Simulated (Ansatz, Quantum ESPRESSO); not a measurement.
# SiCl3 (Pm-3m): zone-centre phonons, part 2 of 3

Which modes does SiCl3 (Pm-3m) have at the zone centre?

Quantum ESPRESSO 7.5; DFT PBE, scalar-relativistic, plane waves, SSSP efficiency pseudopotentials.

So far. Step 2 (A probe with smearing): No gap opens on this mesh, so smearing is kept; the start stands at -1.3 GPa. Step 4 (Ground state): The cell stands at 0.001 GPa, close enough for phonons. The relaxed cell has a = 4.735 Å (conventional setting).

The structure was built from a prototype and need not be the compound's stable phase.

## (5) Zone-centre response

At q = 0 one unit cell holds all displacements; symmetry groups them into irreducible representations that are solved one by one. With smeared occupations no response to a homogeneous field can be asked.

Contents of ph.in:

```
phonons
 &inputph
    prefix='x',
    outdir='./tmp',
    fildyn='g.dyn',
    tr2_ph=1.0d-18,
    alpha_mix(1)=0.4,
    nmix_ph=8,
 /
0.000000000000 0.000000000000 0.000000000000
```

Started as:

```console
> OMP_NUM_THREADS=1 mpirun -n 4 ph.x -nk 4 -in ph.in > ph.out
```

What it wrote:

```text
[banners, grids, parts of the stress and lines that vanish by symmetry left out]
[banner, memory and clock lines left out]
Program PHONON v.7.5

     ./tmp/x.save/

     IMPORTANT: XC functional enforced from input :
     Exchange-correlation= PBE
                           (   1   4   3   4   0   0   0)
     Any further DFT definition will be discarded
     Please, verify this is what you really want

     G-vector sticks info

     negative rho (up, down):  4.476E-02 0.000E+00
     Reading collected, re-writing distributed wavefunctions in ./tmp/

     Number and degeneracy of irreps per q-point
       N         xq(1)         xq(2)         xq(3)   N irreps
       1   0.000000000   0.000000000   0.000000000       4
        3   3   3   3

     Calculation of q =    0.0000000   0.0000000   0.0000000

     phonons

     bravais-lattice index     =            0
     lattice parameter (alat)  =       8.9472  a.u.
     unit-cell volume          =     716.2472 (a.u.)^3
     number of atoms/cell      =            4
     number of atomic types    =            2
     kinetic-energy cut-off    =      45.0000  Ry
     charge density cut-off    =     360.0000  Ry
     convergence threshold     =      1.0E-18
     beta                      =       0.4000
     number of iterations used =            8
     Exchange-correlation= PBE
                           (   1   4   3   4   0   0   0)

     celldm(1)=    8.94721  celldm(2)=    0.00000  celldm(3)=    0.00000
     celldm(4)=    0.00000  celldm(5)=    0.00000  celldm(6)=    0.00000

     crystal axes: (cart. coord. in units of alat)
               a(1) = (  1.0000  0.0000  0.0000 )
               a(2) = (  0.0000  1.0000  0.0000 )
               a(3) = (  0.0000  0.0000  1.0000 )

     reciprocal axes: (cart. coord. in units 2 pi/alat)
               b(1) = (  1.0000  0.0000  0.0000 )
               b(2) = (  0.0000  1.0000  0.0000 )
               b(3) = (  0.0000  0.0000  1.0000 )

     Atoms inside the unit cell:

     Cartesian axes

     site n.  atom      mass           positions (alat units)
        1  Si     28.0850   tau(    1) = (    0.00000    0.00000    0.00000  )
        2  Cl     35.4500   tau(    2) = (    0.50000    0.00000    0.00000  )
        3  Cl     35.4500   tau(    3) = (    0.00000    0.00000    0.50000  )
        4  Cl     35.4500   tau(    4) = (    0.00000    0.50000    0.00000  )

     Computing dynamical matrix for
                    q = (   0.0000000   0.0000000   0.0000000 )

     49 Sym.Ops. (with q -> -q+G )

     G cutoff =  729.9919  (  82519 G-vectors)     FFT grid: ( 60, 60, 60)
     G cutoff =  364.9960  (  29039 G-vectors)  smooth grid: ( 40, 40, 40)

     number of k points=    35  Marzari-Vanderbilt smearing, width (Ry)=  0.0200
                       cart. coord. in units 2pi/alat
        k(    1) = (   0.0000000   0.0000000   0.0000000), wk =   0.0039062
        k(    2) = (   0.0000000   0.0000000   0.1250000), wk =   0.0234375
        k(    3) = (   0.0000000   0.0000000   0.2500000), wk =   0.0234375
        [... further k-points left out ...]

     PseudoPot. # 1 for Si read from file:
     ./pseudo/Si.upf
     Pseudo is Ultrasoft + core correction, Zval =  4.0
     Using radial grid of 1141 points,  6 beta functions with:
                l(1) =   0
                l(2) =   0
                l(3) =   1
                l(4) =   1
                l(5) =   2
                l(6) =   2
     Q(r) pseudized with 0 coefficients

     PseudoPot. # 2 for Cl read from file:
     ./pseudo/Cl.upf
     Pseudo is Ultrasoft + core correction, Zval =  7.0
     Using radial grid of  909 points,  6 beta functions with:
                l(1) =   0
                l(2) =   0
                l(3) =   1
                l(4) =   1
                l(5) =   2
                l(6) =   2
     Q(r) pseudized with  8 coefficients,  rinner =    1.300   1.300   1.300
                                                       1.300   1.300

     Mode symmetry, O_h (m-3m)  point group:

     Atomic displacements:
     There are    4 irreducible representations

     Representation     1      3 modes -  To be done

     Representation     2      3 modes -  To be done

     Representation     3      3 modes -  To be done

     Representation     4      3 modes -  To be done

     Alpha used in Ewald sum =   2.8000

     negative rho (up, down):  4.476E-02 0.000E+00

     Representation #   1 modes #   1   2   3

     Self-consistent Calculation
      iter #   1   av.it.:   6.2
      thresh= 1.000E-02 alpha_mix =  0.400 |ddv_scf|^2 =  1.032E-07
      iter #   2   av.it.:  12.3
      thresh= 3.213E-05 alpha_mix =  0.400 |ddv_scf|^2 =  2.361E-09
      iter #   3   av.it.:  12.8
      thresh= 4.859E-06 alpha_mix =  0.400 |ddv_scf|^2 =  3.625E-10
      iter #   4   av.it.:  13.0
      thresh= 1.904E-06 alpha_mix =  0.400 |ddv_scf|^2 =  4.074E-11
      iter #   5   av.it.:  13.6
      thresh= 6.382E-07 alpha_mix =  0.400 |ddv_scf|^2 =  4.532E-13
      iter #   6   av.it.:  13.2
      thresh= 6.732E-08 alpha_mix =  0.400 |ddv_scf|^2 =  4.142E-15
      iter #   7   av.it.:  13.1
      thresh= 6.436E-09 alpha_mix =  0.400 |ddv_scf|^2 =  5.394E-16
      iter #   8   av.it.:  13.1
      thresh= 2.322E-09 alpha_mix =  0.400 |ddv_scf|^2 =  1.826E-17
      iter #   9   av.it.:  12.9
      thresh= 4.273E-10 alpha_mix =  0.400 |ddv_scf|^2 =  6.729E-20

     End of self-consistent calculation

     Convergence has been achieved

     Representation #   2 modes #   4   5   6

     Self-consistent Calculation
      iter #   1   av.it.:   6.6
      thresh= 1.000E-02 alpha_mix =  0.400 |ddv_scf|^2 =  2.024E-07
      iter #   2   av.it.:  12.8
      thresh= 4.499E-05 alpha_mix =  0.400 |ddv_scf|^2 =  1.158E-09
      iter #   3   av.it.:  12.8
      thresh= 3.403E-06 alpha_mix =  0.400 |ddv_scf|^2 =  2.485E-10
      iter #   4   av.it.:  13.3
      thresh= 1.576E-06 alpha_mix =  0.400 |ddv_scf|^2 =  1.970E-11
      iter #   5   av.it.:  13.6
      thresh= 4.439E-07 alpha_mix =  0.400 |ddv_scf|^2 =  1.214E-13
[...]
End of self-consistent calculation

     Convergence has been achieved

     Representation #   3 modes #   7   8   9

     Self-consistent Calculation
[...]
End of self-consistent calculation

     Convergence has been achieved

     Representation #   4 modes #  10  11  12

     Self-consistent Calculation
[...]
iter #   2   av.it.:  12.5
      thresh= 2.003E-05 alpha_mix =  0.400 |ddv_scf|^2 =  2.905E-09
      iter #   3   av.it.:  12.8
      thresh= 5.389E-06 alpha_mix =  0.400 |ddv_scf|^2 =  1.720E-10
      iter #   4   av.it.:  13.4
      thresh= 1.312E-06 alpha_mix =  0.400 |ddv_scf|^2 =  6.049E-13
      iter #   5   av.it.:  12.4
      thresh= 7.777E-08 alpha_mix =  0.400 |ddv_scf|^2 =  9.524E-14
      iter #   6   av.it.:  13.3
      thresh= 3.086E-08 alpha_mix =  0.400 |ddv_scf|^2 =  3.890E-16
      iter #   7   av.it.:  12.8
      thresh= 1.972E-09 alpha_mix =  0.400 |ddv_scf|^2 =  3.504E-18
      iter #   8   av.it.:  12.8
      thresh= 1.872E-10 alpha_mix =  0.400 |ddv_scf|^2 =  3.740E-19

     End of self-consistent calculation

     Convergence has been achieved

     Number of q in the star =    1
     List of q in the star:
          1   0.000000000   0.000000000   0.000000000

     Diagonalizing the dynamical matrix

     q = (    0.000000000   0.000000000   0.000000000 )

 **************************************************************************
     freq (    1) =      -7.725316 [THz] =    -257.688791 [cm-1]
     freq (    2) =      -7.725316 [THz] =    -257.688791 [cm-1]
     freq (    3) =      -7.725316 [THz] =    -257.688791 [cm-1]
     freq (    4) =      -0.158777 [THz] =      -5.296239 [cm-1]
     freq (    5) =      -0.158777 [THz] =      -5.296239 [cm-1]
     freq (    6) =      -0.158777 [THz] =      -5.296239 [cm-1]
     freq (    7) =       2.627398 [THz] =      87.640558 [cm-1]
     freq (    8) =       2.627398 [THz] =      87.640558 [cm-1]
     freq (    9) =       2.627398 [THz] =      87.640558 [cm-1]
     freq (   10) =       5.629116 [THz] =     187.767105 [cm-1]
     freq (   11) =       5.629116 [THz] =     187.767105 [cm-1]
     freq (   12) =       5.629116 [THz] =     187.767105 [cm-1]
 **************************************************************************

     Mode symmetry, O_h (m-3m)  point group:

     freq (   1-   3) =       -257.7  [cm-1]   --> T_1u G_15  G_4- I
     freq (   4-   6) =         -5.3  [cm-1]   --> T_1u G_15  G_4- I
     freq (   7-   9) =         87.6  [cm-1]   --> T_2u G_25  G_5-
     freq (  10-  12) =        187.8  [cm-1]   --> T_1u G_15  G_4- I
```

The job ended after 4.4 min (4 MPI ranks of AMD EPYC 7R13 (Zen 3), shared host).

Numbers from this step:

```yaml
largest_acoustic_frequency_at_the_zone_centre_before_the_sum_rule: -5.3 cm⁻¹
highest_optical_zone_centre_mode_no_lo_to_term: 187.8 cm⁻¹
lowest_optical_zone_centre_mode: -257.7 cm⁻¹
```

The acoustic modes at Γ come out as far as 5.3 cm⁻¹ from zero, where they should vanish, a small numerical error. The lowest optical mode is imaginary, 258i cm⁻¹, an instability at this level and on this k mesh.

## (6) Zone-centre analysis

A rigid shift of the crystal must cost nothing, but grids and finite bases break this; the acoustic sum rule is imposed before the matrix is diagonalised again.

Contents of dynmat.in:

```
 &input
    fildyn='g.dyn',
    asr='simple',
    fileig='dynmat.eig',
 /
```

Started as:

```console
> dynmat.x -in dynmat.in > dynmat.out
```

What it wrote:

```text
[banner, memory and clock lines left out]
Program DYNMAT v.7.5

     Reading Dynamical Matrix from file g.dyn
     ...Force constants read
     ...epsilon and Z* not read (not found on file)
     A direction for q was not specified:TO-LO splitting will be absent

     Polarizability (A^3 units)
     multiply by 1.000000 for Clausius-Mossotti correction
         0.000000    0.000000    0.000000
         0.000000    0.000000    0.000000
         0.000000    0.000000    0.000000

     IR activities are in (D/A)^2/amu units

# mode   [cm-1]    [THz]      IR
    1   -257.46   -7.7184    0.0000
    2   -257.46   -7.7184    0.0000
    3   -257.46   -7.7184    0.0000
    4     -0.00   -0.0000    0.0000
    5     -0.00   -0.0000    0.0000
    6      0.00    0.0000    0.0000
    7     87.59    2.6260    0.0000
    8     87.59    2.6260    0.0000
    9     87.59    2.6260    0.0000
   10    187.77    5.6292    0.0000
   11    187.77    5.6292    0.0000
   12    187.77    5.6292    0.0000

[end of the log left out, with the tail of the file of modes that dynmat.x writes under the same name]
```

Elapsed: 0.59 s, on 1 thread.

This step gave:

```
lowest optical zone-centre mode : -257.5 cm⁻¹
```

Unit eigenvectors of the mass-weighted matrix after the sum rule; no LO-TO term. The modes at Γ (shares of kinetic energy by element, %) (negative means imaginary):

```tsv
mode	frequency (cm⁻¹)	Si %	Cl %
1	-257.5	76	24
2	-257.5	76	24
3	-257.5	76	24
4	0.0	21	79
5	0.0	21	79
6	0.0	21	79
7	87.6	0	100
8	87.6	0	100
9	87.6	0	100
10	187.8	4	96
11	187.8	4	96
12	187.8	4	96
```

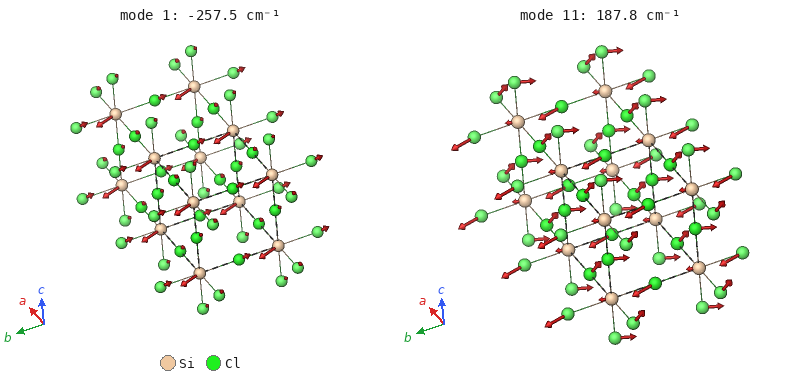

Displacement patterns of modes 1 and 11 at Γ; arrows are exaggerated. 2×1×1 cells are drawn. Some periodic images of atoms are drawn too.

The rule moves no optical mode by more than 0.3 cm⁻¹.

## (7) Sum rules set otherwise: a sum rule for molecules or wires on a crystal

This rule also removes rotations, which suits wires and not a crystal; it is tried to see the harm.

Contents of dynmat.in:

```
 &input
    fildyn='g.dyn',
    asr='one-dim',
    fileig='dynmat.eig',
 /
```

Started as:

```console
> dynmat.x -in dynmat.in > dynmat.out
```

What it wrote:

```text
[banner, memory and clock lines left out]
Program DYNMAT v.7.5

     Reading Dynamical Matrix from file g.dyn
     ...Force constants read
     ...epsilon and Z* not read (not found on file)
asr rotation axis in 1D system=    3
     Acoustic Sum Rule: || Z*(ASR) - Z*(orig)|| =    0.000000E+00
     Acoustic Sum Rule: ||dyn(ASR) - dyn(orig)||=    8.207863E-02
     A direction for q was not specified:TO-LO splitting will be absent

     Polarizability (A^3 units)
     multiply by 1.000000 for Clausius-Mossotti correction
         0.000000    0.000000    0.000000
         0.000000    0.000000    0.000000
         0.000000    0.000000    0.000000

     IR activities are in (D/A)^2/amu units

# mode   [cm-1]    [THz]      IR
    1   -257.66   -7.7246    0.0000
    2   -257.66   -7.7246    0.0000
    3   -247.72   -7.4264    0.0000
    4     -0.00   -0.0000    0.0000
    5     -0.00   -0.0000    0.0000
    6      0.00    0.0000    0.0000
    7      0.00    0.0000    0.0000
    8     87.64    2.6274    0.0000
    9     87.64    2.6274    0.0000
   10    164.43    4.9295    0.0000
   11    187.77    5.6292    0.0000
   12    187.77    5.6292    0.0000

[end of the log left out, with the tail of the file of modes that dynmat.x writes under the same name]
```

It took 0.57 s on 1 thread.

The run ended normally, but on settings that are not sound.

The fault: a sum rule for molecules or wires on a crystal; 1 optical mode is projected out to zero frequency, as if it were a rotation.

For a crystal the rule has to be 'simple' or 'crystal'.

Zone-centre frequencies as printed; negative means imaginary. Modes:

```tsv
mode	frequency (cm⁻¹)
1	-257.7
2	-257.7
3	-247.7
4	0
5	0
6	0
7	0
8	87.64
9	87.64
10	164.4
11	187.8
12	187.8
```

## (8) Sum rules set otherwise (asr crystal)

The rule can be imposed in more than one way; the choices should agree where the raw error is small.

Contents of dynmat.in:

```
 &input
    fildyn='g.dyn',
    asr='crystal',
    fileig='dynmat.eig',
 /
```

Started as:

```console
> dynmat.x -in dynmat.in > dynmat.out
```

What it wrote:

```text
[banner, memory and clock lines left out]
Program DYNMAT v.7.5

     Reading Dynamical Matrix from file g.dyn
     ...Force constants read
     ...epsilon and Z* not read (not found on file)
     Acoustic Sum Rule: || Z*(ASR) - Z*(orig)|| =    0.000000E+00
     Acoustic Sum Rule: ||dyn(ASR) - dyn(orig)||=    3.951520E-04
     A direction for q was not specified:TO-LO splitting will be absent

     Polarizability (A^3 units)
     multiply by 1.000000 for Clausius-Mossotti correction
         0.000000    0.000000    0.000000
         0.000000    0.000000    0.000000
         0.000000    0.000000    0.000000

     IR activities are in (D/A)^2/amu units

# mode   [cm-1]    [THz]      IR
    1   -257.66   -7.7246    0.0000
    2   -257.66   -7.7246    0.0000
    3   -257.66   -7.7246    0.0000
    4     -0.00   -0.0000    0.0000
    5      0.00    0.0000    0.0000
    6      0.00    0.0000    0.0000
    7     87.64    2.6274    0.0000
    8     87.64    2.6274    0.0000
    9     87.64    2.6274    0.0000
   10    187.77    5.6292    0.0000
   11    187.77    5.6292    0.0000
   12    187.77    5.6292    0.0000

[end of the log left out, with the tail of the file of modes that dynmat.x writes under the same name]
```

It took 0.57 s on 1 thread.

This step gave:

```
lowest optical zone-centre mode : -257.7 cm⁻¹
```

Zone-centre frequencies as printed; negative means imaginary. Modes:

```tsv
mode	frequency (cm⁻¹)
1	-257.7
2	-257.7
3	-257.7
4	0
5	0
6	0
7	87.64
8	87.64
9	87.64
10	187.8
11	187.8
12	187.8
```

Against the first rule no mode moves by more than 0.3 cm⁻¹.

(Part 2 of 3 ends here.)

[Host names and launcher messages were left out of these logs when they were recorded.]

[Logs are printed without paths, hosts, clocks, repeated set-up lines and the standing remarks that a program may print on its own settings, such as how far it seeks lower states.]

[Hosts, paths, dates, database ids (printed as entryN), source tags and the programs' standing remarks are cut or masked in the printed files.]
